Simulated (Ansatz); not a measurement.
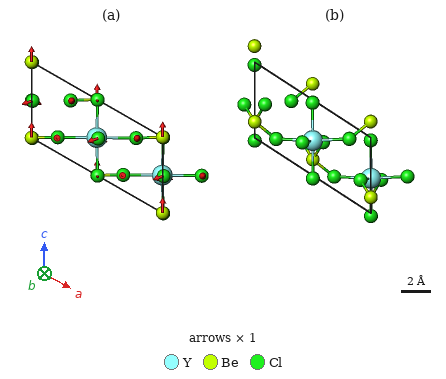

The structure of a crystal of YBeCl5 (built on the AlCrF5-71 type type) before (left) and after (right) a relaxation, at one scale. The red arrows give the displacements (the part carried along by the change of the cell is left out), at their true length.

Style: ball-and-stick. Shown: the larger cell on standard axes (2 times the calculation's cell), along the b axis.

Case: shaken.

Method: DFT, PBEsol, plane waves, PAW (Ansatz 0.2.0). Settings: plane-wave cutoff 420 eV; k-point mesh 4 × 4 × 4; occupations fermi dirac; smearing width 0.05 eV; no spin polarisation; cell and atoms relaxed; force threshold 0.01 eV/Å; at most 120 steps.

Describe what moved and what it gained.

The Be atom moves most relative to the cell: 1.09 Å along +c. By element the largest moves are Be 1.09 Å, Cl 0.82 Å, Y 0.20 Å. The volume changes by −16.9 %, with a 10.446 → 9.574 Å (−8.4 %), b 8.516 → 8.015 Å (−5.9 %), c 5.243 → 5.232 Å (−0.2 %), α 90.2° → 90.0°, β 119.9° → 123.1°. Some distances before and after: Be–Cl 3.094 → 2.028 Å, Be–Cl 3.026 → 2.028 Å, Be–Cl 1.814 → 2.028 Å, Cl–Y 2.724 → 2.634 Å. New bonds form, among them: Be–Cl (3.03 → 2.03 Å), Be–Cl (3.09 → 2.03 Å). Among the angles between lasting bonds that change: Cl–Be–Cl 178.6° → 108.0°, Y–Cl–Be 178.4° → 129.0°, Y–Cl–Be 176.9° → 129.0°. The space group (tolerance 0.01 Å) goes from P1 (No. 1) to I-4 (No. 82). The energy falls by 1.869 eV per cell of the calculation in 15 accepted moves (17 points after the start). Largest force component: 0.71 eV/Å at the start, 0.0057 eV/Å at the end. Pressure: −0.50 GPa at the start and −0.01 GPa at the end. The line search rejected the trial step at point 15 of the run. The SCF was repeated once at an unchanged geometry on a basis and grid sized afresh for the cell, which shifted the energy by 0.4 meV per cell of the calculation at most.
